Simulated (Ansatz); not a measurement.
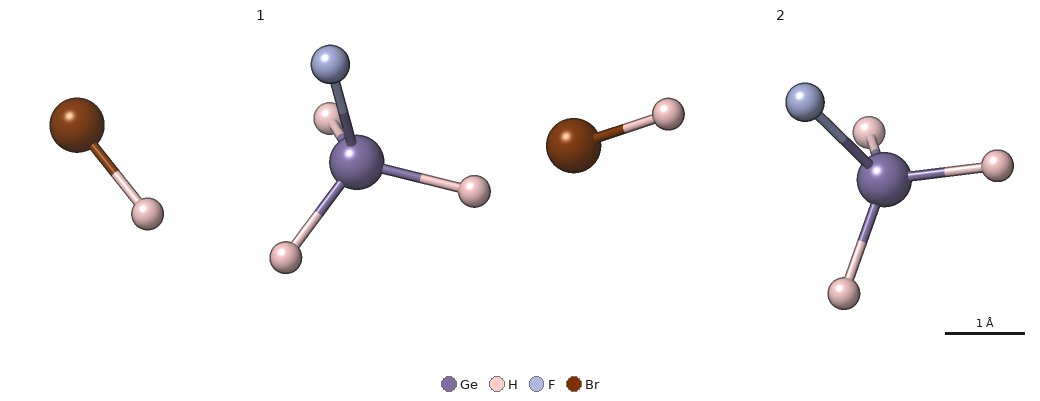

Two geometries of GeH$_{4}$BrF, drawn at one scale. One is the start of a relaxation, the other its converged end. A ball-and-stick model, seen at a tilt.

Computed with Ansatz, RKS PBE-D4/def2-SVP. (no spin polarisation; force threshold 0.03 eV/Å; at most 50 steps)

### Which geometry has the lower energy?

Structure 2 is the relaxed one. The run prepares an end point of a later path (reaction) calculation, from a guessed geometry. Over 17 accepted moves (19 points after the start) the energy falls by 7.61 kcal/mol. The largest force component goes from 1.2 to 0.016 eV/Å. The line search rejected the trial steps at points 8, 18 of the run. The atom that moves furthest after the best rigid fit is an H atom (1.33 Å). By element the largest moves are H 1.33 Å, F 0.78 Å, Br 0.42 Å, Ge 0.27 Å. Some distances before and after: Br–H 1.505 → 1.453 Å, F–Ge 1.757 → 1.790 Å, Ge–H 1.554 → 1.545 Å. Among the angles between lasting bonds that change: H–Ge–H 111.1° → 113.7°, H–Ge–H 110.5° → 112.9°, F–Ge–H 108.3° → 106.0°. The run took 17 s on 2 threads of Intel(R) Xeon(R) 6975P-C (Granite Rapids), on a shared host, peak memory 0.15 GiB.
